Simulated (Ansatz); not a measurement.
## CdSe: pressure series

Consider CdSe in the zinc blende structure (space group F-43m, No. 216).

```
CELL_PARAMETERS angstrom
      0.00000     3.06666     3.06666
      3.06666     0.00000     3.06666
      3.06666     3.06666     0.00000
ATOMIC_POSITIONS crystal
  Se 0.75000 0.75000 0.75000
  Cd 0.00000 0.00000 0.00000
```

Cell and atoms are relaxed at each pressure.

All numbers come from r2SCAN (Ansatz, an electronic-structure program; PAW; 500 eV plane waves; scalar-relativistic without spin-orbit coupling), earlier PAW set.

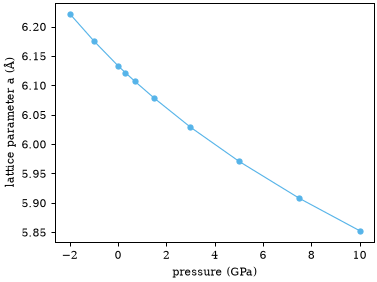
Figure. Lattice parameter a against pressure

| pressure (GPa) | lattice parameter a |
|---|---|
| -2 | 6.222 Å |
| -1 | 6.176 Å |
| 0.3 | 6.122 Å |
| 0.7 | 6.107 Å |
| 1.5 | 6.078 Å |
| 3 | 6.029 Å |
| 5 | 5.971 Å |
| 7.5 | 5.908 Å |
| 10 | 5.853 Å |

Load acts through the strain it causes; cell and atoms are relaxed under it. No phonon test of stability was made. Tetrahedral semiconductors of this kind turn to denser phases somewhere between about 1 and 50 GPa; those were not computed, so compressed cells here can lie past the real transition.
